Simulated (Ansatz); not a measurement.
# Geometry relaxation, with input and output: CH₈GeNOSb (part 2 of 2)

Continued. System: CH₈GeNOSb, SMILES N[C](O)([GeH3])[SbH2]. Method: RKS LDA/def2-SVP (Ansatz 0.2.0). It belongs to a series of runs on one base structure; here: end point B relaxed.

Geometry of the input (Å):
```
N  -1.4041  0.5882  0.7644
C  -0.3841  0.0796  -0.0693
O  -0.9528  -0.3821  -1.2886
Ge 0.5364  -1.3888  0.8837
Sb 1.1202  1.6132  -0.4725
H  -1.4110  0.1431  1.7062
H  -2.3565  0.2424  0.3501
H  -0.1171  -0.6649  -1.8380
H  1.0492  -0.8650  2.2691
H  1.6064  -1.9852  0.0425
H  -0.6045  -2.4972  1.1902
H  1.9902  0.6095  -1.5932
H  0.0689  2.3725  -1.7244
```

### Trajectory as extended XYZ, continued
```
13
Properties=species:S:1:pos:R:3:forces:R:3 step=6 energy=-67614.39170
N    -1.4082    0.5715    0.7728   -0.7301  -0.1616  -0.0053
C    -0.3778   -0.0135    0.0000    0.0132  -0.0653   0.1532
O    -0.9027   -0.5635   -1.1777   -0.0244  -0.0412  -0.1051
Ge    0.5743   -1.4515    0.9825   -0.1491   0.2315   0.0092
Sb    1.1115    1.6098   -0.4772   -0.0358   0.0122   0.0061
H    -1.7438   -0.0045    1.5775    0.0427   0.3256  -0.6852
H    -2.2112    0.8655    0.1505    0.8229  -0.2459   0.6746
H    -0.2226   -0.4929   -1.8779   -0.0092  -0.0605   0.0245
H     1.1774   -0.9673    2.3262    0.0105  -0.0230  -0.0216
H     1.6985   -1.9637    0.0636    0.0474  -0.0330  -0.0317
H    -0.4390   -2.5966    1.2478    0.0240   0.0535  -0.0047
H     1.8954    0.6641   -1.7128   -0.0245  -0.0008  -0.0287
H    -0.0105    2.2079   -1.6551    0.0124   0.0084   0.0146
13
Properties=species:S:1:pos:R:3:forces:R:3 step=7 energy=-67614.47807
N    -1.3910    0.5456    0.7854   -0.2764  -0.1728  -0.1043
C    -0.3611   -0.0156   -0.0043    0.0494   0.0653   0.1459
O    -0.8593   -0.5988   -1.1806   -0.0382   0.0152  -0.1244
Ge    0.5799   -1.4267    0.9885    0.0403   0.0351   0.0912
Sb    1.0831    1.6328   -0.4595   -0.0341   0.0402   0.0377
H    -1.8307   -0.1263    1.4449    0.0152   0.1994  -0.3960
H    -2.1224    0.9679    0.1737    0.3280  -0.1070   0.3414
H    -0.1404   -0.5938   -1.8474   -0.0887  -0.0495   0.0600
H     1.2777   -0.9579    2.2902   -0.0028  -0.0023  -0.0310
H     1.6225   -2.0483    0.0356    0.0126  -0.0123  -0.0018
H    -0.5000   -2.4857    1.3237    0.0046  -0.0111   0.0310
H     1.8426    0.7161   -1.7277   -0.0125  -0.0163  -0.0453
H    -0.0595    2.2560   -1.6024    0.0025   0.0161  -0.0046
13
Properties=species:S:1:pos:R:3:forces:R:3 step=8 energy=-67614.52674
N    -1.3823    0.5126    0.7702   -0.1267   0.0100   0.2901
C    -0.3304   -0.0144   -0.0064   -0.3861  -0.0444  -0.1127
O    -0.8535   -0.5907   -1.1791    0.2001  -0.0836  -0.2483
Ge    0.5915   -1.4214    1.0051    0.0672  -0.0423   0.0495
Sb    1.0725    1.6527   -0.4345    0.0408   0.0636   0.0058
H    -1.9099   -0.2175    1.2854    0.0615   0.1836  -0.2495
H    -2.0467    1.0567    0.1872    0.2148  -0.1114   0.1538
H    -0.1353   -0.6866   -1.8415   -0.0707  -0.0126   0.1230
H     1.3640   -0.9464    2.2583   -0.0012   0.0283  -0.0193
H     1.5657   -2.1236    0.0334    0.0157  -0.0143   0.0095
H    -0.5113   -2.4273    1.4240   -0.0022   0.0106   0.0110
H     1.8076    0.7686   -1.7401   -0.0092   0.0046  -0.0146
H    -0.0907    2.3025   -1.5418   -0.0041   0.0079   0.0017
13
Properties=species:S:1:pos:R:3:forces:R:3 step=9 energy=-67614.55405
N    -1.3342    0.5259    0.7515   -0.5378  -0.0423   0.0997
C    -0.3232   -0.0523   -0.0304    0.2467  -0.1348  -0.2226
O    -0.8321   -0.6179   -1.2148    0.0524  -0.0463  -0.0128
Ge    0.5910   -1.4446    1.0171   -0.0036   0.0028  -0.0434
Sb    1.0527    1.6425   -0.3944    0.1137   0.0679  -0.1039
H    -1.9872   -0.1846    1.1304    0.0693   0.0843  -0.0542
H    -1.8983    1.1907    0.1901    0.0936  -0.0428   0.1105
H    -0.0927   -0.8576   -1.8163   -0.1108   0.0869   0.2056
H     1.3903   -0.9206    2.2311   -0.0163   0.0279  -0.0071
H     1.5492   -2.1816    0.0540    0.0261  -0.0403   0.0044
H    -0.5043   -2.4358    1.4855    0.0013   0.0008   0.0161
H     1.7272    0.8701   -1.7987    0.0185   0.0269  -0.0200
H    -0.1971    2.3312   -1.3849    0.0469   0.0090   0.0278
13
Properties=species:S:1:pos:R:3:forces:R:3 step=10 energy=-67614.53774 accepted=F
N    -1.3651    0.4784    0.7703   -0.2856   0.0777  -0.2384
C    -0.3395   -0.0719   -0.0270    0.0915  -0.1641  -0.2714
O    -0.8447   -0.6445   -1.2075   -0.0644  -0.0142  -0.0989
Ge    0.5908   -1.4589    1.0160   -0.0110   0.0425   0.1349
Sb    1.0760    1.6084   -0.4198    0.0831   0.2474   0.0479
H    -2.0598   -0.2435    1.0597    0.3057   0.2330  -0.0814
H    -1.8811    1.2176    0.2484    0.1155  -0.2566   0.1952
H    -0.0983   -0.8907   -1.7943   -0.0885   0.0368   0.1115
H     1.3902   -0.8670    2.2007    0.0048  -0.0333  -0.0166
H     1.5459   -2.2505    0.0884   -0.0219   0.0266  -0.0020
H    -0.5018   -2.4234    1.5482    0.0253   0.0126  -0.0206
H     1.7637    0.9798   -1.9005   -0.1713  -0.1151   0.1566
H    -0.1349    2.4315   -1.3624    0.0168  -0.0935   0.0832
13
Properties=species:S:1:pos:R:3:forces:R:3 step=11 energy=-67614.56638
N    -1.3567    0.4949    0.7555   -0.0962   0.0273  -0.0499
C    -0.3299   -0.0541   -0.0414   -0.0151  -0.1078  -0.0120
O    -0.8462   -0.6301   -1.2154   -0.0344   0.1193   0.0517
Ge    0.5961   -1.4405    1.0056   -0.0097   0.0079   0.0579
Sb    1.0826    1.6392   -0.3984   -0.0604  -0.0703  -0.0300
H    -2.0135   -0.2299    1.0959    0.0846   0.0594  -0.0544
H    -1.9068    1.1924    0.2231    0.0548  -0.0692   0.0817
H    -0.1072   -0.8574   -1.8123    0.0714  -0.0185  -0.0306
H     1.3882   -0.8735    2.2060    0.0067  -0.0007  -0.0133
H     1.5558   -2.2196    0.0734   -0.0083   0.0177   0.0018
H    -0.4978   -2.4152    1.5134    0.0054   0.0039  -0.0035
H     1.7255    0.8737   -1.8217   -0.0076   0.0148   0.0058
H    -0.1488    2.3855   -1.3635    0.0087   0.0162  -0.0052
13
Properties=species:S:1:pos:R:3:forces:R:3 step=12 energy=-67614.56698
N    -1.3486    0.4821    0.7513   -0.0486   0.0440  -0.0326
C    -0.3267   -0.0592   -0.0571   -0.0122  -0.0246   0.0139
O    -0.8470   -0.6080   -1.2379   -0.0651   0.0224   0.0753
Ge    0.5903   -1.4375    1.0046    0.0081  -0.0125   0.0370
Sb    1.0953    1.6318   -0.3982   -0.0396  -0.0380  -0.0073
H    -1.9960   -0.2465    1.0967    0.0341   0.0114  -0.0393
H    -1.9082    1.1780    0.2313    0.0278   0.0041   0.0367
H    -0.1105   -0.9103   -1.8030    0.0889  -0.0041  -0.0589
H     1.3752   -0.8496    2.1985    0.0021  -0.0043  -0.0126
H     1.5550   -2.2319    0.0921    0.0037  -0.0008  -0.0134
H    -0.5122   -2.3992    1.5165    0.0014  -0.0102   0.0089
H     1.7097    0.8942   -1.8465    0.0028   0.0099  -0.0022
H    -0.1351    2.4213   -1.3283   -0.0034   0.0028  -0.0054
13
Properties=species:S:1:pos:R:3:forces:R:3 step=13 energy=-67614.56902
N    -1.3550    0.4855    0.7521   -0.0052   0.0199  -0.0301
C    -0.3290   -0.0651   -0.0454   -0.0178   0.0148  -0.0276
O    -0.8404   -0.6184   -1.2287    0.0064  -0.0109  -0.0128
Ge    0.5906   -1.4460    1.0140    0.0156   0.0049   0.0083
Sb    1.0822    1.6285   -0.3995    0.0189  -0.0118   0.0165
H    -2.0217   -0.2357    1.0725    0.0182  -0.0070  -0.0045
H    -1.8905    1.1998    0.2325    0.0005  -0.0058   0.0188
H    -0.0951   -0.8741   -1.8096   -0.0139   0.0094   0.0226
H     1.3921   -0.8610    2.1985   -0.0066  -0.0032  -0.0040
H     1.5493   -2.2296    0.0845   -0.0043  -0.0027   0.0024
H    -0.4995   -2.4173    1.5355    0.0059   0.0077  -0.0020
H     1.7037    0.8900   -1.8446   -0.0012  -0.0054   0.0046
H    -0.1456    2.4088   -1.3416   -0.0165  -0.0099   0.0078
13
Properties=species:S:1:pos:R:3:forces:R:3 step=14 energy=-67614.56908
N    -1.3567    0.4855    0.7471    0.0017  -0.0024   0.0089
C    -0.3309   -0.0631   -0.0508   -0.0418  -0.0741  -0.0036
O    -0.8423   -0.6179   -1.2342    0.0096   0.0135   0.0190
Ge    0.5907   -1.4411    1.0117   -0.0063  -0.0191   0.0038
Sb    1.0870    1.6161   -0.3921    0.0207   0.0603  -0.0281
H    -2.0212   -0.2383    1.0661    0.0071   0.0031  -0.0013
H    -1.8931    1.2025    0.2337   -0.0055   0.0124  -0.0053
H    -0.0950   -0.8758   -1.8105    0.0030  -0.0025  -0.0105
H     1.3934   -0.8495    2.1911    0.0015   0.0016   0.0052
H     1.5480   -2.2283    0.0838   -0.0001  -0.0006   0.0006
H    -0.4944   -2.4137    1.5415    0.0036   0.0097  -0.0037
H     1.7004    0.8831   -1.8438   -0.0013  -0.0003   0.0067
H    -0.1447    2.4059   -1.3235    0.0079  -0.0015   0.0083
13
Properties=species:S:1:pos:R:3:forces:R:3 step=15 energy=-67614.56947
N    -1.3525    0.4838    0.7462    0.0020  -0.0045  -0.0001
C    -0.3274   -0.0664   -0.0521    0.0032   0.0016   0.0164
O    -0.8382   -0.6182   -1.2350    0.0025  -0.0104  -0.0276
Ge    0.5903   -1.4447    1.0135    0.0011   0.0028   0.0019
Sb    1.0867    1.6241   -0.3962    0.0036   0.0026   0.0032
H    -2.0167   -0.2399    1.0659    0.0009   0.0088  -0.0021
H    -1.8878    1.2026    0.2336   -0.0012  -0.0049   0.0024
H    -0.0922   -0.8759   -1.8135   -0.0093   0.0035   0.0089
H     1.3931   -0.8522    2.1926    0.0000  -0.0010   0.0011
H     1.5445   -2.2414    0.0909    0.0002  -0.0001  -0.0018
H    -0.5027   -2.4069    1.5441   -0.0014  -0.0019   0.0024
H     1.6982    0.8946   -1.8497    0.0008  -0.0007  -0.0024
H    -0.1541    2.4057   -1.3200   -0.0026   0.0042  -0.0022
13
Properties=species:S:1:pos:R:3:forces:R:3 step=16 energy=-67614.56949
N    -1.3522    0.4838    0.7454   -0.0012  -0.0011  -0.0047
C    -0.3272   -0.0672   -0.0523    0.0019   0.0012  -0.0005
O    -0.8375   -0.6191   -1.2362   -0.0039   0.0024   0.0077
Ge    0.5901   -1.4450    1.0141   -0.0004  -0.0016  -0.0006
Sb    1.0874    1.6237   -0.3963   -0.0003  -0.0013  -0.0002
H    -2.0170   -0.2389    1.0658   -0.0003   0.0004   0.0008
H    -1.8876    1.2018    0.2318   -0.0001  -0.0002   0.0017
H    -0.0908   -0.8762   -1.8135    0.0042  -0.0022  -0.0041
H     1.3936   -0.8525    2.1928   -0.0004   0.0002   0.0002
H     1.5438   -2.2425    0.0915   -0.0006   0.0007  -0.0002
H    -0.5029   -2.4068    1.5461    0.0003   0.0003   0.0005
H     1.6956    0.8958   -1.8521    0.0013   0.0008  -0.0008
H    -0.1541    2.4086   -1.3170   -0.0005   0.0006   0.0003
```

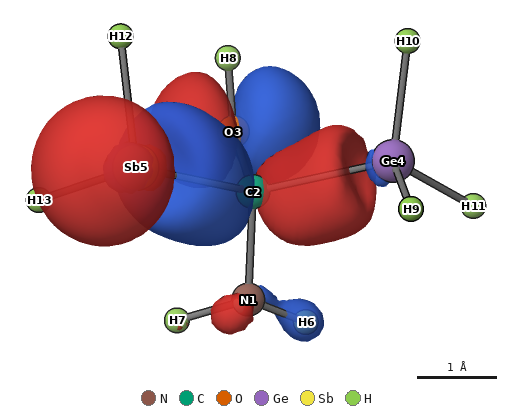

*The HOMO at ±0.15 Å⁻³ᐟ² (red and blue are the two phases), seen at a tilt.*

Its weight (Hirshfeld) is mainly on O3 (35 %), Sb5 (30 %), C2 (15 %) and Ge4 (10 %). Its energy is −5.36 eV.

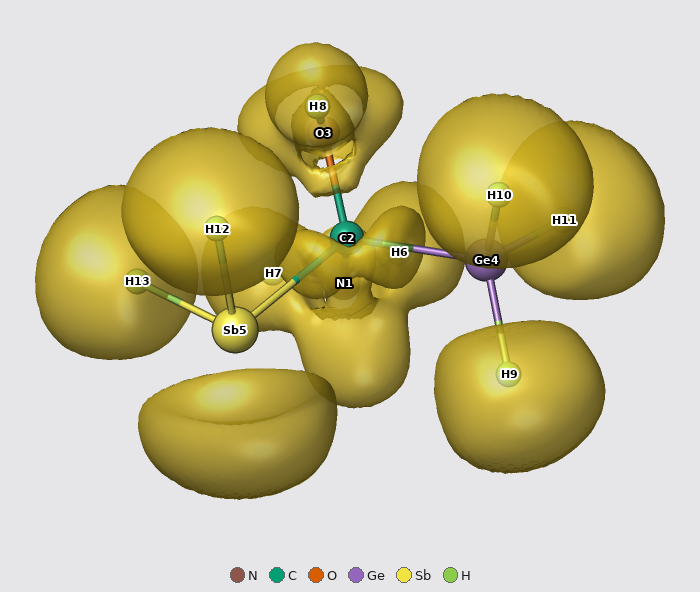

*Isosurface of the ELF at 0.75 (yellow), seen from the side. Core shells and regions of very low density are left out.*

C–N (1.41 Å): the ELF peaks at about 0.90 between the atoms, which marks a shared electron pair.

### Results in brief

- outcome: converged
- total energy: −67614.5695 eV
- mean-field energy: −67614.5695 eV
- largest force (length of the vector) at the end: 0.009 eV/Å
- wall time: 49 s (CPU time 94 s)
- peak memory: 0.2 GiB
